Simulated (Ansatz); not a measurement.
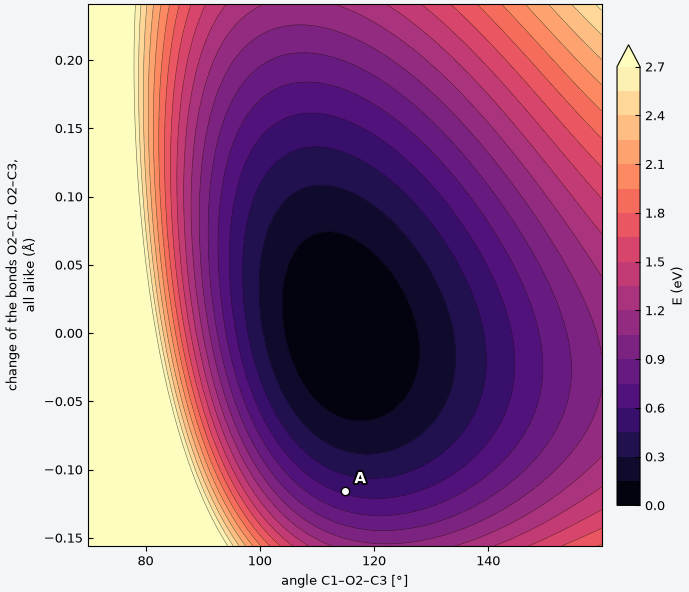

C₄H₁₀O, SMILES COC(C)C. Coordinates scanned: (1) angle C1–O2–C3; (2) change of the bonds O2–C1, O2–C3, all alike. Nothing is relaxed (all other coordinates rigid). Grid: 11 × 11 points. Points are written as (first, second). Energies: eV, counted from the lowest grid point. Computed with RKS PBE-D4/def2-SVP (Ansatz).

The picture shows filled contours, one colour for all values above the top of the scale, the point A. Between grid points the surface is interpolated.

Question: Which way does the force act at A, and how strong is it?

Answer: A, at (114.9°, −0.116 Å), is not a stationary point. The computed force is 0.014 eV for each degree towards larger values of angle C1–O2–C3 and 11 eV for each Å towards larger values of the second coordinate.
